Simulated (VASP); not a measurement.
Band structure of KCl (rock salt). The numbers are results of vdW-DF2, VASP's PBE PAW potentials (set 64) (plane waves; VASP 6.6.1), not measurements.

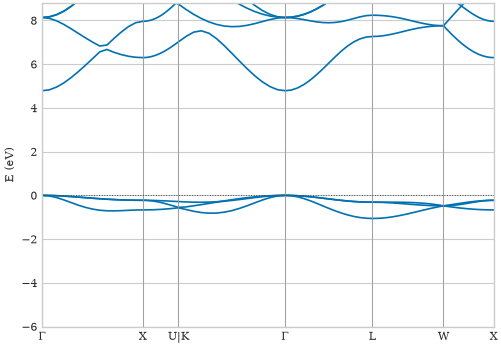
Figure: Bands along high-symmetry lines, zero at the valence-band maximum or, without a gap, the Fermi level

**Question.** Read the plot: is there a gap, and where are the band edges?

**Answer.** The gap is direct, 4.79 eV, from the valence maximum at Γ to the conduction minimum at Γ. (Edges off the drawn lines would not show.)

Measured: gap 8.50 eV (computed value off by -3.71 eV), as given by David Koller et al., Journal of Physics Condensed Matter (2013), arXiv:1304.4470.

The compound is KCl in the rock salt structure. It was relaxed first.
